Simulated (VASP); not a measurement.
**How SCF solver and smearing change a VASP run on BiRh**

A convergence test on BiRh: the SCF solver and smearing. The series runs use r2SCAN. The SCF solver tried: ALGO = Normal; ALGO = Fast; ALGO = VeryFast; ALGO = All; ALGO = Damped; AMIX = 0.1, BMIX = 0.01; AMIX = 0.8; IMIX = 1, AMIX = 0.2. The smearing tried: ISMEAR = 0, SIGMA = 0.01; ISMEAR = 0, SIGMA = 0.05; ISMEAR = 0, SIGMA = 0.1; ISMEAR = 0, SIGMA = 0.2; ISMEAR = 0, SIGMA = 0.5; ISMEAR = 1, SIGMA = 0.01; ISMEAR = 1, SIGMA = 0.05; ISMEAR = 1, SIGMA = 0.1; ISMEAR = 1, SIGMA = 0.2; ISMEAR = 1, SIGMA = 0.5; ISMEAR = -5. The start is a cell from a database of measured crystal structures.

Program: VASP 6.6.1. Level of theory: r2SCAN; plane waves and PAW (Bi_d, Rh_pv). Results are calculated unless marked as measured.

## Step 1: The starting structure

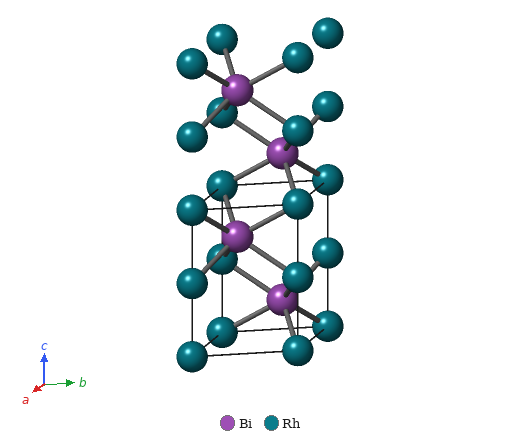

The starting structure, seen slightly off an axis (bismuth purple, rhodium blue). 1×1×2 cells are drawn. Bonds to atoms that aren't drawn are left out. Some periodic images of atoms are drawn too.

Coordinates:

```
Bi Rh
1.0
     4.09400    0.00000    0.00000
    -2.04700    3.54551    0.00000
     0.00000    0.00000    5.66300
Bi Rh
2 2
Direct
  0.33333 0.66667 0.25000
  0.66667 0.33333 0.75000
  0.00000 0.00000 0.00000
  0.00000 0.00000 0.50000
```

## Step 2: SCF solver: ALGO = Normal

All solvers should reach one answer; they differ in cycles and robustness. r2SCAN adds the kinetic-energy density, costs more than a GGA and is run with LASPH.

File INCAR:

```
SYSTEM = BiRh
PREC = Accurate
ENCUT = 400
EDIFF = 1E-06
NELM = 100
ISMEAR = -1
SIGMA = 0.05
LREAL = .FALSE.
ALGO = Normal
METAGGA = R2SCAN
LASPH = .TRUE.
NBANDS = 37
LORBIT = 11
LWAVE = .FALSE.
LCHARG = .FALSE.
KPAR = 4
ISIF = 2
```

File POSCAR:

```
BiRh
1.0
    4.0940000000      0.0000000000      0.0000000000
   -2.0470000000      3.5455080031      0.0000000000
    0.0000000000      0.0000000000      5.6630000000
Bi Rh
2 2
Direct
    0.3333333333      0.6666666667      0.2500000000
    0.6666666667      0.3333333333      0.7500000000
    0.0000000000      0.0000000000      0.0000000000
    0.0000000000      0.0000000000      0.5000000000
```

File KPOINTS:

```
Automatic mesh
0
Gamma
6 6 4
0 0 0
```

Potentials, in the order of the species: Bi_d and Rh_pv (PBE family, release 64).

Command:

```sh
mpirun -np 4 vasp_std
```

Output:

```text
[banner, memory and clock lines left out]
running    4 mpi-ranks, on    1 nodes
 distrk:  each k-point on    1 cores,    4 groups
 distr:  one band on    1 cores,    1 groups

 POSCAR found type information on POSCAR BiRh
 POSCAR found :  2 types and       4 ions
|                                                                             |
|               ----> ADVICE to this user running VASP <----                  |
|                                                                             |
|     You enforced a specific xc type in the INCAR file but a different       |
|     [... a line on the potential file left out ...]
|     I HOPE YOU KNOW WHAT YOU ARE DOING!                                     |
|                                                                             |

 LDA part: xc-table for (None), standard interpolation
 POSCAR, INCAR and KPOINTS ok, starting setup
 FFT: planning ... GRIDC
 FFT: planning ... GRID_SOFT
 FFT: planning ... GRID
 WAVECAR not read
 entering main loop
       N       E                     dE             d eps       ncg     rms          rms(c)
DAV:   1     0.570355267964E+03    0.57036E+03   -0.29908E+04  1610   0.181E+03
DAV:   2    -0.119945078544E+03   -0.69030E+03   -0.67444E+03  1585   0.560E+02
DAV:   3    -0.179461559270E+03   -0.59516E+02   -0.57649E+02  1756   0.177E+02
DAV:   4    -0.181821712986E+03   -0.23602E+01   -0.23507E+01  1857   0.363E+01
DAV:   5    -0.181915260930E+03   -0.93548E-01   -0.93524E-01  2126   0.699E+00    0.115E+01
DAV:   6    -0.166088551786E+03    0.15827E+02   -0.81937E+00  1702   0.286E+01    0.389E+00
DAV:   7    -0.165987117933E+03    0.10143E+00   -0.89631E-01  1838   0.659E+00    0.295E+00
DAV:   8    -0.165984083829E+03    0.30341E-02   -0.63790E-02  1674   0.209E+00    0.125E+00
DAV:   9    -0.165984395830E+03   -0.31200E-03   -0.33287E-02  1731   0.145E+00    0.135E-01
DAV:  10    -0.165985013695E+03   -0.61787E-03   -0.18580E-03  1829   0.396E-01    0.652E-02
DAV:  11    -0.165985137903E+03   -0.12421E-03   -0.45490E-04  1679   0.190E-01    0.309E-02
DAV:  12    -0.165985140091E+03   -0.21878E-05   -0.33840E-05  2016   0.390E-02    0.129E-02
DAV:  13    -0.165985137512E+03    0.25790E-05   -0.98266E-06  1380   0.214E-02    0.317E-03
DAV:  14    -0.165985136929E+03    0.58336E-06   -0.67463E-07   902   0.781E-03
   1 F= -.16598514E+03 E0= -.16597685E+03  d E =-.165771E-01
```

Elapsed: 1.8 min, on 4 MPI ranks of AMD EPYC 7R43, shared host; peak memory 0.65 GiB; 7.3 min of CPU time.

Lines that name or quote the potential files are left out of all logs, and their timing lines are given in words.

From OUTCAR (step 2):

```text
ion  position               nearest neighbor table
   1  0.333  0.667  0.250-   3 2.76   4 2.76   3 2.76   4 2.76   3 2.76   4 2.76   2 3.69   2 3.69
                             2 3.69   2 3.69   2 3.69   2 3.69
   2  0.667  0.333  0.750-   3 2.76   4 2.76   3 2.76   4 2.76   3 2.76   4 2.76   1 3.69   1 3.69
                             1 3.69   1 3.69   1 3.69   1 3.69
   3  0.000  0.000  0.000-   1 2.76   2 2.76   2 2.76   1 2.76   2 2.76   1 2.76   4 2.83   4 2.83

  LATTYP: Found a hexagonal cell.
 ALAT       =     4.0940000000
 C/A-ratio  =     1.3832437714

 Subroutine GETGRP returns: Found 24 space group operations
 (whereof 12 operations were pure point group operations)

The static configuration has the point symmetry D_3d.
 The point group associated with its full space group is D_6h.

 Found     21 irreducible k-points:

   k-points           NKPTS =     21   k-points in BZ     NKDIM =     21   number of bands    NBANDS=     37

   dimension x,y,z NGX =    28 NGY =   28 NGZ =   40
   dimension x,y,z NGXF=    56 NGYF=   56 NGZF=   80

   ENCUT  =  400.0 eV  29.40 Ry    5.42 a.u.   6.68  6.68  9.23*2*pi/ulx,y,z

   NELECT =      60.0000    total number of electrons

 k-points in reciprocal lattice and weights: Automatic mesh
   0.00000000  0.00000000  0.00000000       0.007
   0.16666667 -0.00000000  0.00000000       0.042
   0.33333333  0.00000000  0.00000000       0.042
   0.50000000 -0.00000000  0.00000000       0.021
   0.16666667  0.16666667  0.00000000       0.042
   0.33333333  0.16666667  0.00000000       0.083
   0.33333333  0.33333333  0.00000000       0.014
   0.00000000  0.00000000  0.25000000       0.014
   0.16666667 -0.00000000  0.25000000       0.083
[...]
0.33333333  0.16666667  0.50000000       0.083
   0.33333333  0.33333333  0.50000000       0.014

 average (electrostatic) potential at core
       1-107.6425       2-107.6425       3 -76.9973       4 -76.9973

 E-fermi :  10.0009

 k-point     1 :       0.0000    0.0000    0.0000
  band No.  band energies     occupation
    ...
     24       7.0165      2.00000
     25       7.7727      2.00000
     26       7.7727      2.00000
     27       8.8149      2.00000
     28       8.8149      2.00000
     29      11.2652      0.00000
     30      11.2652      0.00000
     31      11.3132      0.00000
     32      13.3649      0.00000
     33      13.7016      0.00000
    ...

 k-point     2 :       0.1667   -0.0000    0.0000
  band No.  band energies     occupation
    ...
     25       7.3890      2.00000
     26       7.8695      2.00000
     27       8.7430      2.00000
     28       8.8238      2.00000
     29       9.5708      1.99963
     30      10.6657      0.00000
     31      11.0990      0.00000
     32      12.4487      0.00000
     33      13.6250      0.00000
     34      14.5749      0.00000
    ...

 k-point     3 :       0.3333    0.0000    0.0000
  band No.  band energies     occupation
    ...
     26       8.0738      2.00000
     27       8.3557      2.00000
     28       8.6513      2.00000
     29       8.8465      2.00000
     30       9.2573      2.00000
     31      10.1415      0.11349
     32      10.8066      0.00000
     33      13.2470      0.00000
     34      15.0848      0.00000
     35      15.2560      0.00000
    ...

  Total        1.6136250      1.6136250      1.4861581      0.0000000      0.0000000      0.0000000
  in kB       31.4514252     31.4514252     28.9669464      0.0000000      0.0000000      0.0000000
  external PRESSURE =      30.6232656 kB  Pullay stress =       0.0000000 kB

  energy-cutoff  :      400.00
  volume of cell :       82.20
      direct lattice vectors                 reciprocal lattice vectors
     4.094000000  0.000000000  0.000000000     0.244259893  0.141023515  0.000000000
    -2.047000000  3.545508003  0.000000000     0.000000000  0.282047029  0.000000000
     0.000000000  0.000000000  5.663000000     0.000000000  0.000000000  0.176584849

 POSITION                                       TOTAL-FORCE (eV/Angst)
 -----------------------------------------------------------------------------------
     -0.00000      2.36367      1.41575        -0.000000      0.000000     -0.000000
      2.04700      1.18184      4.24725         0.000000      0.000000      0.000000
      0.00000      0.00000      0.00000        -0.000000      0.000000      0.000000
      0.00000      0.00000      2.83150        -0.000000      0.000000      0.000000
 -----------------------------------------------------------------------------------
    total drift:                               -0.000000      0.000000      0.000000

  FREE ENERGIE OF THE ION-ELECTRON SYSTEM (eV)
  ---------------------------------------------------
  free  energy   TOTEN  =      -165.9851369289 eV

  energy  without entropy=     -165.9685598706  energy(sigma->0) =     -165.97684840

 total charge
# of ion       s       p       d       tot
------------------------------------------
    1        1.412   1.480   9.971  12.864
    2        1.412   1.480   9.971  12.864
    3        0.348   6.216   7.382  13.946
    4        0.348   6.216   7.382  13.946
--------------------------------------------------
tot          3.519  15.393  34.707  53.619

[... 3 further parts left out ...]
```

The k-mesh is coarse for a metal. The PAW data sets were made with PBE, which is usual practice but a small mismatch for other functionals.

This step gave:

```
SCF cycles              : 14
electrons               : 60
bands                   : 37
irreducible k-points    : 21
symmetry operations     : 24
free energy (TOTEN)     : -165.9851 eV
energy at zero smearing : -165.9768 eV
Fermi energy            : 10.00 eV
pressure                : 3.062 GPa
metallic                : yes
```

The series starts at -41.4942 eV an atom and 3.06 GPa, after 14 cycles in 1.8 min.

## Step 3: SCF solver: ALGO = Fast

INCAR: that of step 2 with these lines changed.

```diff
@@ -8,3 +8,3 @@
 LREAL = .FALSE.
-ALGO = Normal
+ALGO = Fast
 METAGGA = R2SCAN
```

POSCAR is that of step 2.

KPOINTS is that of step 2.

Command:

```sh
mpirun -np 4 vasp_std
```

Output:

```text
[banner, memory and clock lines left out]
running    4 mpi-ranks, on    1 nodes
[...]
[... a notice as in an earlier step ...]

 LDA part: xc-table for (None), standard interpolation
 POSCAR, INCAR and KPOINTS ok, starting setup
[...]
entering main loop
       N       E                     dE             d eps       ncg     rms          rms(c)
[... 5 cycles as in an earlier step ...]
RMM:   6    -0.166064248316E+03    0.15851E+02   -0.79219E+00  1640   0.266E+01    0.378E+00
RMM:   7    -0.165984418211E+03    0.79830E-01   -0.60706E-01  1701   0.478E+00    0.272E+00
RMM:   8    -0.165984515921E+03   -0.97710E-04   -0.56528E-02  2081   0.208E+00    0.123E+00
RMM:   9    -0.165984030899E+03    0.48502E-03   -0.36769E-02  1811   0.146E+00    0.133E-01
[...]
RMM:  13    -0.165985135763E+03   -0.53895E-05   -0.75168E-05  2411   0.475E-02    0.551E-03
RMM:  14    -0.165985136196E+03   -0.43369E-06   -0.10772E-05  1864   0.205E-02    0.169E-03
RMM:  15    -0.165985136579E+03   -0.38258E-06   -0.20703E-06  1026   0.107E-02
   1 F= -.16598514E+03 E0= -.16597685E+03  d E =-.165773E-01
```

Elapsed: 2.4 min, on 4 MPI ranks; peak memory 0.63 GiB.

Parts of OUTCAR (step 3):

```text
  Total        1.6172796      1.6172796      1.4898252      0.0000000      0.0000000      0.0000000
  in kB       31.5226564     31.5226564     29.0384239      0.0000000      0.0000000      0.0000000
  external PRESSURE =      30.6945789 kB  Pullay stress =       0.0000000 kB

 POSITION                                       TOTAL-FORCE (eV/Angst)
 -----------------------------------------------------------------------------------
     -0.00000      2.36367      1.41575         0.000000     -0.000000     -0.000000
      2.04700      1.18184      4.24725        -0.000000     -0.000000      0.000000
      0.00000      0.00000      0.00000         0.000000      0.000000      0.000000
      0.00000      0.00000      2.83150         0.000000      0.000000      0.000000
 -----------------------------------------------------------------------------------
    total drift:                               -0.000000      0.000000      0.000000

  FREE ENERGIE OF THE ION-ELECTRON SYSTEM (eV)
  ---------------------------------------------------
  free  energy   TOTEN  =      -165.9851365790 eV

  energy  without entropy=     -165.9685592514  energy(sigma->0) =     -165.97684792

[... 2 parts as in an earlier step ...]

[... 1 further part left out ...]
[key lines of the parts left out:]
E-fermi :  10.0009
```

Against the first of the series the energy stays within 0.01 meV an atom; the pressure moves by +0.01 GPa, after 15 cycles in 2.4 min.

## Step 4: SCF solver: ALGO = VeryFast

INCAR: that of step 3 with these lines changed.

```diff
@@ -8,3 +8,3 @@
 LREAL = .FALSE.
-ALGO = Fast
+ALGO = VeryFast
 METAGGA = R2SCAN
```

POSCAR is that of step 3.

KPOINTS is that of step 3.

Command:

```sh
mpirun -np 4 vasp_std
```

Output:

```text
[... set-up lines as in an earlier step ...]
 entering main loop
       N       E                     dE             d eps       ncg     rms          rms(c)
RMM:   1     0.278786122102E+03    0.27879E+03   -0.30024E+04   777   0.169E+03
RMM:   2    -0.329664052718E+03   -0.60845E+03   -0.96807E+03   777   0.481E+02
RMM:   3    -0.150011535932E+03    0.17965E+03   -0.11419E+03   777   0.231E+02
RMM:   4    -0.177415041274E+03   -0.27404E+02   -0.32125E+02   777   0.130E+02
[...]
RMM:  20    -0.165985138119E+03   -0.13330E-04   -0.14260E-04  2558   0.633E-02    0.762E-03
RMM:  21    -0.165985139184E+03   -0.10648E-05   -0.12178E-05  1845   0.193E-02    0.830E-03
RMM:  22    -0.165985139249E+03   -0.65122E-07   -0.22474E-06  1125   0.936E-03
   1 F= -.16598514E+03 E0= -.16597685E+03  d E =-.165755E-01
```

Elapsed: 3.3 min, on 4 MPI ranks; peak memory 0.65 GiB; 13 min of CPU time.

Parts of OUTCAR (step 4):

```text
  Total        1.5579743      1.5579743      1.4235629      0.0000000     -0.0000000     -0.0000000
  in kB       30.3667276     30.3667276     27.7468940      0.0000000     -0.0000000     -0.0000000
  external PRESSURE =      29.4934497 kB  Pullay stress =       0.0000000 kB

 POSITION                                       TOTAL-FORCE (eV/Angst)
 -----------------------------------------------------------------------------------
     -0.00000      2.36367      1.41575         0.000000      0.000000      0.000000
      2.04700      1.18184      4.24725        -0.000000     -0.000000      0.000000
      0.00000      0.00000      0.00000         0.000000      0.000000      0.000000
      0.00000      0.00000      2.83150        -0.000000      0.000000      0.000000
 -----------------------------------------------------------------------------------
    total drift:                               -0.000000      0.000000      0.000000

  FREE ENERGIE OF THE ION-ELECTRON SYSTEM (eV)
  ---------------------------------------------------
  free  energy   TOTEN  =      -165.9851392490 eV

  energy  without entropy=     -165.9685637824  energy(sigma->0) =     -165.97685152

[... 2 parts as in an earlier step ...]

[... 1 further part left out ...]
[key lines of the parts left out:]
E-fermi :  10.0011
```

Against the first of the series the energy stays within 0.01 meV an atom; the pressure moves by -0.11 GPa, after 22 cycles in 3.3 min.

## Step 5: SCF solver: ALGO = All

INCAR: that of step 4 with these lines changed.

```diff
@@ -8,3 +8,3 @@
 LREAL = .FALSE.
-ALGO = VeryFast
+ALGO = All
 METAGGA = R2SCAN
```

POSCAR is that of step 4.

KPOINTS is that of step 4.

Command:

```sh
mpirun -np 4 vasp_std
```

Output:

```text
[... set-up lines as in an earlier step ...]
 entering main loop
       N       E                     dE             d eps       ncg     rms           ort
DAV:   1     0.570355267964E+03    0.57036E+03   -0.29697E+04   777   0.190E+03
DAV:   2    -0.119945078544E+03   -0.69030E+03   -0.67444E+03   777   0.560E+02
DAV:   3    -0.179461559270E+03   -0.59516E+02   -0.57649E+02   777   0.177E+02
DAV:   4    -0.181821712986E+03   -0.23602E+01   -0.23507E+01   777   0.363E+01
DAV:   5    -0.181915260930E+03   -0.93548E-01   -0.93524E-01   777   0.699E+00
SDA:   6    -0.164825909606E+03    0.17089E+02   -0.93524E-01   777   0.763E+01   0.000E+00
 gam= 0.000 g(H,U,f)=  0.725E+01 0.380E+00 0.596E-02 ort(H,U,f) = 0.000E+00 0.000E+00 0.000E+00
 gam= 0.000 trial= 0.400  step=  0.2459 mean=  0.4000
CGA:   7    -0.165762200505E+03   -0.93629E+00   -0.93843E+00   777   0.684E+00  -0.869E-02
 gam= 0.090 g(H,U,f)=  0.629E+00 0.540E-01 0.783E-03 ort(H,U,f) =-0.204E-01 0.116E-01 0.852E-04
 gam= 0.090 trial= 0.385  step=  0.4966 mean=  0.3846
[...]
gam= 0.572 g(H,U,f)=  0.103E-04 0.164E-05 0.339E-07 ort(H,U,f) =-0.103E-05-0.410E-06-0.156E-07
 gam= 0.572 trial= 0.518  step=  0.5560 mean=  0.5176
CGA:  17    -0.165985133848E+03   -0.31168E-05   -0.30959E-05   777   0.514E-05   0.111E-05
 gam= 0.429 g(H,U,f)=  0.491E-05 0.226E-06 0.252E-08 ort(H,U,f) = 0.814E-06 0.293E-06-0.275E-09
 gam= 0.429 trial= 0.521  step=  0.7084 mean=  0.5214
CGA:  18    -0.165985135758E+03   -0.19097E-05   -0.19872E-05   777   0.203E-05  -0.834E-06
 gam= 0.395 g(H,U,f)=  0.185E-05 0.170E-06 0.656E-08 ort(H,U,f) =-0.848E-06 0.137E-07 0.114E-08
 gam= 0.395 trial= 0.540  step=  1.8574 mean=  0.5401
  continued last = 1.823  step=  0.9169 harm=  1.8574 4th-ord=  0.9169
  continued last = 0.810  step=  0.7370 harm=  0.7590 4th-ord=  0.7370
  steps along line     -0.54010E-04   0.54010E-04   0.54010E+00   0.18229E+01   0.81016E+00
  energies along line   0.91684E-10  -0.91684E-10  -0.78354E-06   0.81620E-06  -0.85073E-06
CGA:  19    -0.165985136611E+03   -0.85373E-06   -0.86189E-06   777   0.732E-06  -0.485E-06
 gam= 0.361 g(H,U,f)=  0.684E-06 0.468E-07 0.140E-08 ort(H,U,f) =-0.417E-06-0.671E-07-0.578E-09
 gam= 0.361 trial= 0.560  step=  0.8534 mean=  0.5598
 final diagonalization occupied
   1 F= -.16598514E+03 E0= -.16597685E+03  d E =-.165758E-01
```

Wall time 3 min (4 MPI ranks); peak memory 0.78 GiB; 12 min of CPU time.

Parts of OUTCAR (step 5):

```text
  Total        1.6238391      1.6238391      1.4953689     -0.0000000     -0.0000000     -0.0000000
  in kB       31.6505092     31.6505092     29.1464754     -0.0000000     -0.0000000     -0.0000000
  external PRESSURE =      30.8158313 kB  Pullay stress =       0.0000000 kB

 POSITION                                       TOTAL-FORCE (eV/Angst)
 -----------------------------------------------------------------------------------
     -0.00000      2.36367      1.41575         0.000000     -0.000000     -0.000000
      2.04700      1.18184      4.24725        -0.000000      0.000000      0.000000
      0.00000      0.00000      0.00000         0.000000     -0.000000      0.000000
      0.00000      0.00000      2.83150         0.000000     -0.000000      0.000000
 -----------------------------------------------------------------------------------
    total drift:                               -0.000000      0.000000      0.000000

  FREE ENERGIE OF THE ION-ELECTRON SYSTEM (eV)
  ---------------------------------------------------
  free  energy   TOTEN  =      -165.9851366113 eV

  energy  without entropy=     -165.9685608131  energy(sigma->0) =     -165.97684871

[... 2 parts as in an earlier step ...]

[... 1 further part left out ...]
[key lines of the parts left out:]
E-fermi :  10.0008
```

Against the first of the series the energy stays within 0.01 meV an atom; the pressure moves by +0.02 GPa, after 19 cycles in 3 min.

(Part 1 of 4 ends here.)

[Lines on the potential files, build, host, timing and source positions are cut from VASP's logs without a mark.]

[Logs are printed without paths, hosts, clocks, repeated set-up lines and the standing remarks that a program may print on its own settings, such as how far it seeks lower states.]

[Hosts, paths, dates, database ids (printed as entryN), source tags and the programs' standing remarks are cut or masked in the printed files.]

[A measured line is paired with the nearest computed mode of its activity, which favours agreement.]
